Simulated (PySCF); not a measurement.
Molecule: Si₃H₈SeO₂, SMILES O[SiH2][Se][SiH2]O[SiH3].

Vertical TDDFT excitations, B3LYP/def2-SVPD with PySCF 2.14.0, at a GFN2-xTB geometry (no frequency check), gas phase.

Q: Predict the low-lying singlet excitations and the spectrum.

A: The lowest singlet lies at 5.32 eV (233 nm, f = 0.031); the brightest of the first 8 is S2 at 5.78 eV (214 nm), f = 0.051, mainly HOMO → LUMO+1 (97 %). No singlet lies below 3.1 eV (beyond 400 nm), so at this level no vertical transition falls in the visible.


```tsv
state	E (eV)	λ (nm)	f	main character
S1	5.32	233	0.031	HOMO → LUMO (96 %)
S2	5.78	214	0.051	HOMO → LUMO+1 (97 %)
S3	5.85	212	0.004	HOMO → LUMO+3 (77 %)
S4	6.13	202	0.006	HOMO → LUMO+2 (76 %)
S5	6.29	197	0.002	HOMO−1 → LUMO (97 %)
S6	6.51	190	0.033	HOMO → LUMO+4 (80 %)
S7	6.70	185	0.019	HOMO → LUMO+5 (78 %)
S8	6.76	183	0.006	HOMO → LUMO+6 (59 %)
```

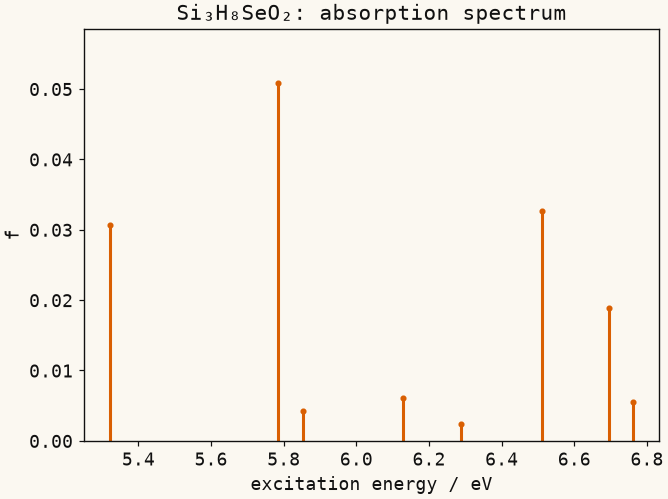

The lowest 8 singlet states are shown.

Note: the tight-binding geometry is rougher than a DFT one and adds to the error; spin-orbit coupling is left out, and with Se it can shift these levels and split any degenerate set; one conformer of a flexible molecule; core orbitals are frozen in the response.
